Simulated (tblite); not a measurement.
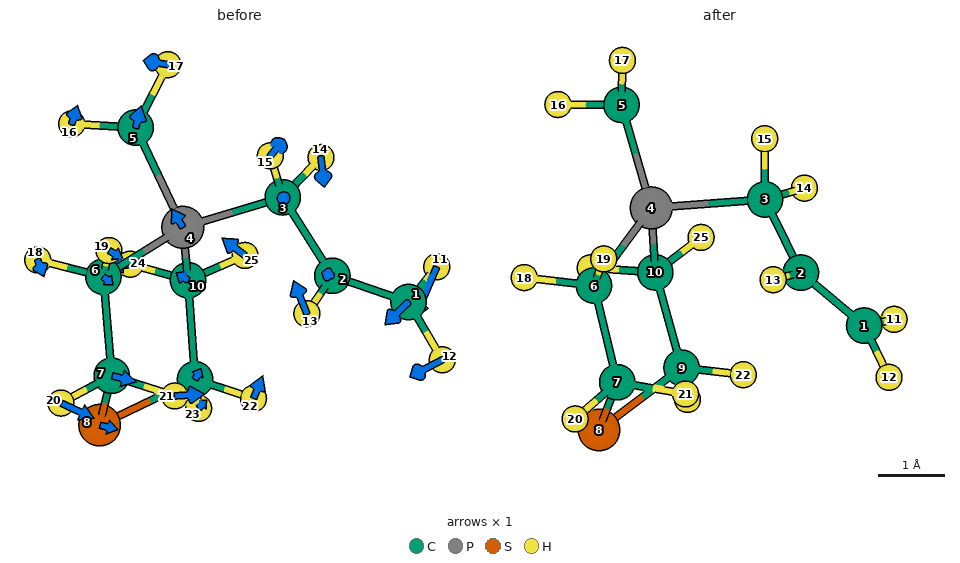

The structure of C8H15PS before (left) and after (right) a relaxation, at one scale. The blue arrows give the displacements, at their true length.

Style: ball-and-stick. Shown face on.

All numbers below come from tblite 0.8.0, GFN2-xTB geometry optimisation, gas phase. 

Q: What changed between the two?

A: H11 moves most after the best rigid fit: 0.89 Å. Largest moves by element: H 0.89 Å, C 0.61 Å, P 0.36 Å, S 0.31 Å. Near-neighbour distances that change, for instance: P4–C6 1.758 → 1.892 Å, C3–P4 1.756 → 1.845 Å, P4–C10 1.751 → 1.834 Å, C1–C2 1.351 → 1.322 Å. Bond angles that change, for instance: C5–P4–C6 102.6° → 128.5°, C3–P4–C6 117.7° → 105.7°, P4–C5–H17 122.0° → 111.5°. Over 177 geometry steps the energy falls by 142.2 kJ/mol.
